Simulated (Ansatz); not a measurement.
# K on Ag(111): change of the work function, part 2 of 3

How does one ordered layer of K (fcc site) change the work function of Ag(111), and what dipole does each adsorbate carry?

Ansatz 0.2.0; plane-wave DFT, PBE, Ansatz PAW.

So far, work function, upper face (eV): step 2 (the clean slab) 4.47.

## 3. The covered slab

System of this step: KAg16 (K/Ag(111)). The cell holds 17 atoms: 16 Ag and 1 K. Cell: a = 5.784 Å, b = 5.784 Å, c = 28.333 Å, α = 90.0°, β = 90.0°, γ = 60.0°. Vacuum lies along c.

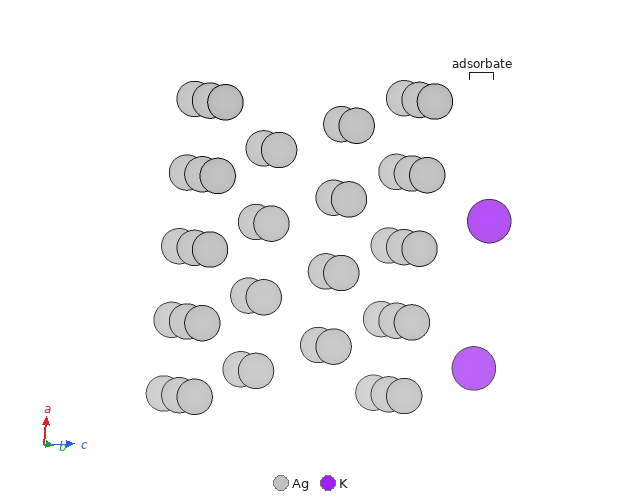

The cell of this step (silver light grey, potassium purple). 2×1×1 cells are drawn. Some periodic images of atoms are drawn too.

The clean slab as it ended is repeated in the plane and the adsorbate is set on one face; the cell's size fixes the coverage, and the k-mesh shrinks with it to keep the sampling density about even. Adsorbate and upper layers relax, since the dipole depends on the height.

input.yaml

```yaml
crystal:
  lattice:
    - [5.7841334702, 1.0e-10, 0.0]
    - [2.892066735, 5.0092065241, 0.0]
    - [0.0, 0.0, 28.3329768616]
  atoms:
    - { symbol: Ag, position: [0.0, 0.0, 0.3176510553] }
    - { symbol: Ag, position: [0.1666666667, 0.1666666667, 0.4009943133] }
    - { symbol: Ag, position: [0.3333333333, 0.3333333333, 0.4853017422] }
    - { symbol: Ag, position: [0.0, 0.0, 0.570403927] }
    - { symbol: Ag, position: [0.0, 0.5, 0.3176510553] }
    - { symbol: Ag, position: [0.1666666667, 0.6666666667, 0.4009943133] }
    - { symbol: Ag, position: [0.3333333333, 0.8333333333, 0.4853017422] }
    - { symbol: Ag, position: [0.0, 0.5, 0.570403927] }
    - { symbol: Ag, position: [0.5, 0.0, 0.3176510553] }
    - { symbol: Ag, position: [0.6666666667, 0.1666666667, 0.4009943133] }
    - { symbol: Ag, position: [0.8333333333, 0.3333333333, 0.4853017422] }
    - { symbol: Ag, position: [0.5, 0.0, 0.570403927] }
    - { symbol: Ag, position: [0.5, 0.5, 0.3176510553] }
    - { symbol: Ag, position: [0.6666666667, 0.6666666667, 0.4009943133] }
    - { symbol: Ag, position: [0.8333333333, 0.8333333333, 0.4853017422] }
    - { symbol: Ag, position: [0.5, 0.5, 0.570403927] }
    - { symbol: K, position: [0.1666666667, 0.1666666667, 0.6823489447] }
kpoints:
  mp_grid: { grid: [6, 6, 1] }
hamiltonian:
  xc: pbe
scf:
  occupations: { method: fermi_dirac, width: 0.1 }
  convergence: { dr2_threshold: 1.0e-08 }
efield:
  axis: 3
  dipole_correction: true
  ramp_position: 0.97
  ramp_width: 0.06
relax:
  f_tol: 0.02
  max_steps: 60
  constraints: [{ sites: [0, 1, 4, 5, 8, 9, 12, 13] }]
output:
  dos: { projected: true, e_range: [-8, 4] }
  write_potential: true
  write_density: true
  volumetric_format: npy
  elf: true
```

Started as:

```
$ ansatz run input.yaml --threads 4 --pin off --max-ram 6144MiB --backend cpu --events-out ev --progress --plain --runs-dir out
```

Numbers of over 12 decimals in the logs are rounded to 6 here.

Output:

```text
[...]
Crystal: 17 atoms, lattice volume = 820.917 Å³
Basis set: ecut = 420 eV, 16103 PW (Γ), exchange–correlation on 80×80×384 points (8 copies of the dense FFT grid, shifted against one another)
Bands: 188, of which v1, the nominal top of the filled ones, is band 157 counted from 1 (156 counted from 0)
Symmetry: 6 space group operations
[...]
k-points: 7 of 36 (time reversal used)
[...]
SCF iter   1: F=—  HF=-122984.561698 eV  |F-HF|=—  |Δ(HF+E_count)|=         —  Δρ=1.68e-3  dr2=6.32e-1  ethr=1.77e-3  p=0.329 e·Å  D=7.26e-2 V/Å  ΔV_dip=-2.06 eV  dr2_dipole=1.57e-1  V_vac-E_F(+/−)=2.29/4.35 eV  ⟨swp⟩=6.3  Hψ=5184  notcnv=0  defer=76
[...]
SCF iter  11: F=-122984.539061 eV  HF=-122984.539061 eV  |F-HF|=5.09e-10  |Δ(HF+E_count)|=   1.87e-8  Δρ=4.57e-7  dr2=4.44e-9  ethr=3.19e-12  p=0.377 e·Å  D=8.32e-2 V/Å  ΔV_dip=-2.36 eV  dr2_dipole=1.08e-10  V_vac-E_F(+/−)=2.06/4.41 eV  ⟨swp⟩=15.3  Hψ=9082  notcnv=0
SCF 1 converged in 11 iterations: F = -122984.539061 eV  dr2 = 4.44e-9
[...]
relax step   1: F+E_penalty+E_count = -122984.53906113 eV  Δ(F+E_penalty+E_count) = +0.000e0 eV  max|allowed force component| = 3.126e-1 eV/Å  Δτ_max = 0.0000 Å  (11 SCF iters, accepted)
[...]
SCF iter   9: F=-122984.563153 eV  HF=-122984.563153 eV  |F-HF|=9.60e-10  |Δ(HF+E_count)|=   2.44e-9  Δρ=5.47e-7  dr2=3.02e-9  ethr=3.19e-12  p=0.384 e·Å  D=8.47e-2 V/Å  ΔV_dip=-2.40 eV  dr2_dipole=2.34e-10  V_vac-E_F(+/−)=2.02/4.42 eV  ⟨swp⟩=8.0  Hψ=7652  notcnv=0
SCF 2 converged in 9 iterations: F = -122984.563153 eV  dr2 = 3.02e-9
relax step   2: F+E_penalty+E_count = -122984.56315317 eV  Δ(F+E_penalty+E_count) = -2.409e-2 eV  max|allowed force component| = 2.781e-1 eV/Å  Δτ_max = 0.0757 Å  (9 SCF iters, accepted)
SCF iter   1: F=—  HF=-122984.599687 eV  |F-HF|=—  |Δ(HF+E_count)|=         —  Δρ=8.64e-4  dr2=1.70e-2  ethr=8.16e-5  p=0.384 e·Å  D=8.47e-2 V/Å  ΔV_dip=-2.40 eV  dr2_dipole=1.71e-3  V_vac-E_F(+/−)=2.02/4.42 eV  ⟨swp⟩=6.0  Hψ=3091  notcnv=0  defer=102
[...]
SCF iter   9: F=-122984.597412 eV  HF=-122984.597412 eV  |F-HF|=3.67e-9  |Δ(HF+E_count)|=   2.87e-8  Δρ=5.85e-7  dr2=6.77e-9  ethr=3.19e-12  p=0.405 e·Å  D=8.92e-2 V/Å  ΔV_dip=-2.53 eV  dr2_dipole=4.16e-10  V_vac-E_F(+/−)=1.90/4.42 eV  ⟨swp⟩=13.9  Hψ=8557  notcnv=0
SCF 3 converged in 9 iterations: F = -122984.597412 eV  dr2 = 6.77e-9
[...]
relax step   3: F+E_penalty+E_count = -122984.59741176 eV  Δ(F+E_penalty+E_count) = -3.426e-2 eV  max|allowed force component| = 7.296e-2 eV/Å  Δτ_max = 0.1949 Å  (9 SCF iters, accepted)
[...]
relax step   4: F+E_penalty+E_count = -122984.59931363 eV  Δ(F+E_penalty+E_count) = -1.902e-3 eV  max|allowed force component| = 2.145e-2 eV/Å  Δτ_max = 0.0706 Å  (9 SCF iters, accepted)
SCF iter   1: F=—  HF=-122984.599505 eV  |F-HF|=—  |Δ(HF+E_count)|=         —  Δρ=2.79e-4  dr2=8.75e-4  ethr=2.80e-6  p=0.408 e·Å  D=9.00e-2 V/Å  ΔV_dip=-2.55 eV  dr2_dipole=4.41e-5  V_vac-E_F(+/−)=1.87/4.42 eV  ⟨swp⟩=3.0  Hψ=2495  notcnv=0  defer=107
[...]
SCF iter   8: F=-122984.599854 eV  HF=-122984.599854 eV  |F-HF|=2.88e-9  |Δ(HF+E_count)|=   2.23e-8  Δρ=7.80e-7  dr2=7.81e-9  ethr=3.19e-12  p=0.407 e·Å  D=8.98e-2 V/Å  ΔV_dip=-2.54 eV  dr2_dipole=1.78e-9  V_vac-E_F(+/−)=1.88/4.42 eV  ⟨swp⟩=11.0  Hψ=9064  notcnv=0
SCF 5 converged in 8 iterations: F = -122984.599854 eV  dr2 = 7.81e-9
[...]
relax step   5: F+E_penalty+E_count = -122984.59985405 eV  Δ(F+E_penalty+E_count) = -5.404e-4 eV  max|allowed force component| = 1.540e-3 eV/Å  Δτ_max = 0.0248 Å  (8 SCF iters, accepted)
NSCF: frozen V_eff on 7 k-points
[...]
WARN: The output density's exchange-correlation potential varies sharply where the density is thin. Do not read a vacuum level from v_tot or v_xc, or from such a field of the output density. On a cell that repeats whose density bears no net charge and no dipole along the vacuum's axis use v_es (v_loc + v_h of the components); under efield.dipole_correction with no amplitude use v_es + v_field, which holds any externa [...]
SCF converged after 8 iterations
Free energy (F): -122984.599854 eV
[...]
Internal energy: -122984.383785 eV  (E = F + TS)
E sigma→0 (E₀):  -122984.491820 eV
Entropy (-TS):   -0.216069 eV (-12.710 meV/atom)
Fermi energy:    4.141776 eV
Dipole field:    D = 0.089794 V/Å  (p = 0.407365 e·Å, saw-weighted, corrected)
Work function:   Φ+ = 1.8775 eV   Φ− = 4.4217 eV
[...]
--- Forces (eV/Å), atoms counted from 1 ---
  atom   1  Ag     0.00048916     0.00028242    -0.13611418
  atom   2  Ag     0.00000000     0.00000000     0.16635419
  atom   3  Ag     0.00054576     0.00031510     0.00000317
  atom   4  Ag    -0.00046544    -0.00026872     0.00037752
  atom   5  Ag     0.00000000    -0.00056484    -0.13611418
  atom   6  Ag     0.01978260    -0.01142149     0.12823874
  atom   7  Ag     0.00000000    -0.00063019     0.00000317
  atom   8  Ag    -0.00000000     0.00053744     0.00037752
  atom   9  Ag    -0.00048916     0.00028242    -0.13611418
  atom  10  Ag    -0.00000000     0.02284297     0.12823874
  atom  11  Ag    -0.00054576     0.00031510     0.00000317
  atom  12  Ag     0.00046544    -0.00026872     0.00037752
  atom  13  Ag     0.00000000    -0.00000000    -0.14150681
  atom  14  Ag    -0.01978260    -0.01142149     0.12823874
  atom  15  Ag     0.00000000     0.00000000    -0.00098687
  atom  16  Ag    -0.00000000     0.00000000    -0.00154033
  atom  17  K      0.00000000     0.00000000     0.00018730
  max |Σ_I F_I| component: 2.32e-5 eV/Å
--- Band table (eV; the first three rows and the last of 7) ---
  k-point 0: bands = [... 153 lower, 4.1973, 4.1995, 4.1995, 4.4571, 4.9232, 4.9471, 4.9471, 5.4155, ... 27 higher]
  k-point 1: bands = [... 153 lower, 3.4666, 4.0017, 4.0050, 4.0769, 4.6270, 4.6479, 4.7235, 4.8073, ... 27 higher]
  k-point 2: bands = [... 153 lower, 3.4969, 3.5681, 3.8280, 3.8307, 4.4887, 4.4998, 4.6850, 5.4918, ... 27 higher]
  k-point 6: bands = [... 153 lower, 1.5974, 3.0320, 3.0359, 3.0400, 4.9970, 5.0285, 5.0312, 5.9598, ... 27 higher]
--- Relaxed structure (5 steps of the walk, 5 accepted, 0 SCFs on fresh bases) ---
  F+E_penalty+E_count = -122984.59985405 eV   max|allowed force component| = 1.540e-3 eV/Å
  atoms:
[...]
- { symbol: Ag, position: [0.166667, 0.166667, 0.400994] }
    - { symbol: Ag, position: [0.334016, 0.334016, 0.485641] }
    - { symbol: Ag, position: [-0.00111659, -0.00111659, 0.569971] }
    - { symbol: Ag, position: [0.0, 0.5, 0.3176510553] }
    - { symbol: Ag, position: [0.166667, 0.666667, 0.400994] }
    - { symbol: Ag, position: [0.334016, 0.831967, 0.485641] }
    - { symbol: Ag, position: [-0.00111659, 0.502233, 0.569971] }
    - { symbol: Ag, position: [0.5, -1.7959490104895715e-17, 0.3176510553] }
    - { symbol: Ag, position: [0.666667, 0.166667, 0.400994] }
    - { symbol: Ag, position: [0.831967, 0.334016, 0.485641] }
    - { symbol: Ag, position: [0.502233, -0.00111659, 0.569971] }
    - { symbol: Ag, position: [0.500000, 0.500000, 0.3176510553] }
    - { symbol: Ag, position: [0.666667, 0.666667, 0.400994] }
    - { symbol: Ag, position: [0.833333, 0.833333, 0.484629] }
    - { symbol: Ag, position: [0.500000, 0.500000, 0.574560] }
    - { symbol: K, position: [0.166667, 0.166667, 0.671823] }
```

Elapsed: 2.3 min, on 4 threads of Arm Neoverse V2, shared host; peak memory 3.5 GiB.

The steps of the relaxation:

| step | energy less that of the first step (eV) | largest force component (eV/Å) |
| --- | --- | --- |
| 1 | 0.0000 | 0.3126 |
| 2 | -0.0241 | 0.2781 |
| 3 | -0.0584 | 0.0730 |
| 4 | -0.0603 | 0.0215 |
| 5 | -0.0608 | 0.0015 |

The run keeps the 6 symmetry operations that it works with, so distortions that break them were not tested.

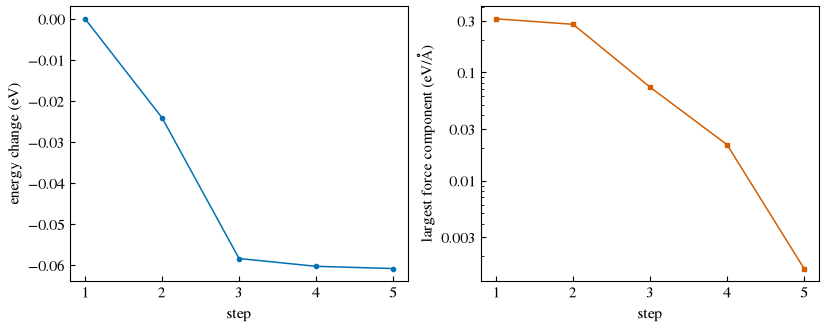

Energy and largest force along the relaxation.

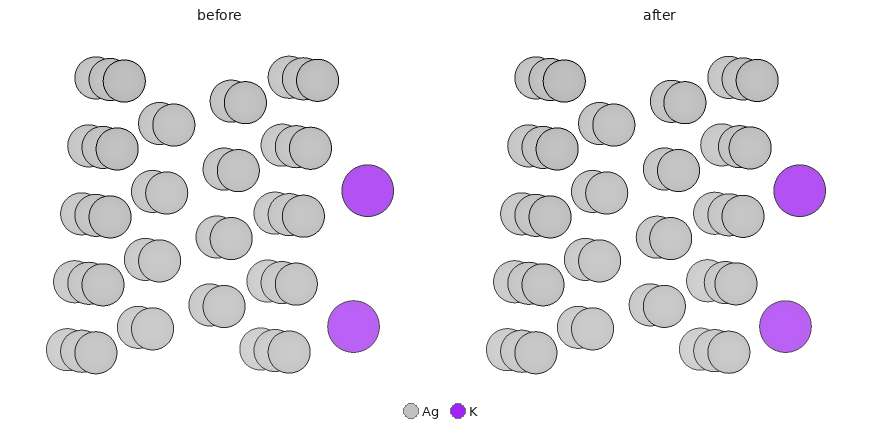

Before and after, at one scale.

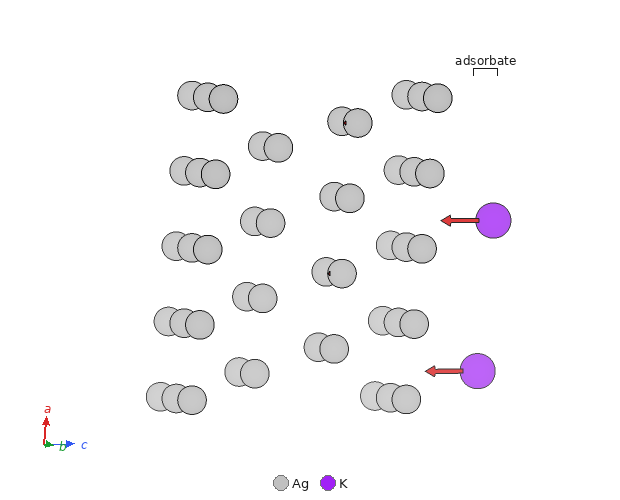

Displacements in the relaxation, exaggerated; the longest in the cell stands for 0.30 Å. 2×1×1 cells are drawn. Some periodic images of atoms are drawn too.

The atoms that moved most (Å):

| atom | dx | dy | dz | length |
| --- | --- | --- | --- | --- |
| K17 | 0.000 | 0.000 | -0.298 | 0.298 |
| Ag16 | 0.000 | 0.000 | 0.118 | 0.118 |
| Ag15 | 0.000 | 0.000 | -0.019 | 0.019 |
| Ag4 | -0.010 | -0.006 | -0.012 | 0.017 |
| Ag12 | 0.010 | -0.006 | -0.012 | 0.017 |
| Ag8 | 0.000 | 0.011 | -0.012 | 0.017 |
| Ag11 | -0.006 | 0.003 | 0.010 | 0.012 |
| Ag3 | 0.006 | 0.003 | 0.010 | 0.012 |

The relaxed structure:

```xyz
17
Lattice="5.7841 0.0000 0.0000 2.8921 5.0092 0.0000 0.0000 0.0000 28.3330" Properties=species:S:1:pos:R:3
Ag    0.0000    0.0000    9.0000
Ag    1.4460    0.8349   11.3614
Ag    2.8980    1.6732   13.7597
Ag   -0.0097   -0.0056   16.1490
Ag    1.4460    2.5046    9.0000
Ag    2.8921    3.3395   11.3614
Ag    4.3381    4.1675   13.7597
Ag    1.4460    2.5158   16.1490
Ag    2.8921    0.0000    9.0000
Ag    4.3381    0.8349   11.3614
Ag    5.7782    1.6732   13.7597
Ag    2.9018   -0.0056   16.1490
Ag    4.3381    2.5046    9.0000
Ag    5.7841    3.3395   11.3614
Ag    7.2302    4.1743   13.7310
Ag    4.3381    2.5046   16.2790
K     1.4460    0.8349   19.0347
```

This step gave:

| Property | Result |
| --- | --- |
| energy at zero smearing | -122984.4918 eV |
| work function, upper face | 1.878 eV |
| work function, lower face | 4.422 eV |
| dipole along the normal | 0.4074 e·Å |
| step between the vacuum levels | -2.544 eV |

Running mean over 2.361 Å of the planar mean; the ramp of the sawtooth is left out. Table of electron's electrostatic potential energy less the Fermi level by z:

| z (Å) | electron's electrostatic potential energy less the Fermi level (eV) |
| --- | --- |
| 4 | 4.42 |
| 6 | 4.35 |
| 8 | -2.29 |
| 10 | -6.06 |
| 12 | -5.93 |
| 14 | -5.96 |
| 16 | -5.91 |
| 18 | 0.140 |
| 20 | -0.119 |
| 22 | 1.70 |
| 24 | 1.86 |

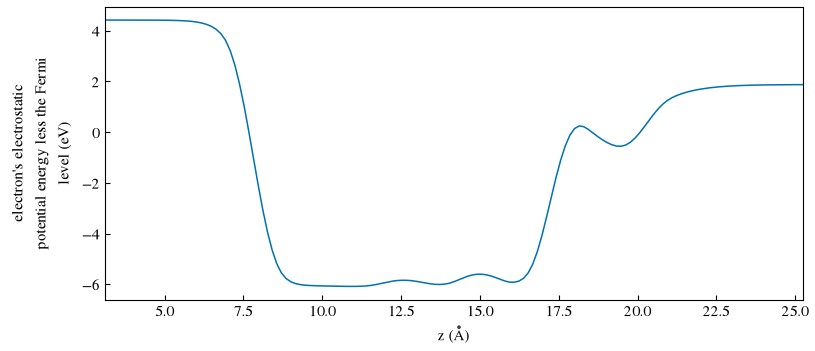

Electron's electrostatic potential energy less the Fermi level, plotted against z.

(Continued in part 3 of 3.)

[Logs are printed without paths, hosts, clocks, repeated set-up lines and the standing remarks that a program may print on its own settings, such as how far it seeks lower states.]

[Hosts, paths, dates, database ids (printed as entryN), source tags and the programs' standing remarks are cut or masked in the printed files.]

[Maps of the electrostatic potential energy from Ansatz leave out the sawtooth potential of an applied field or a dipole correction, so their vacuum need not be flat; planar profiles and work functions include it.]
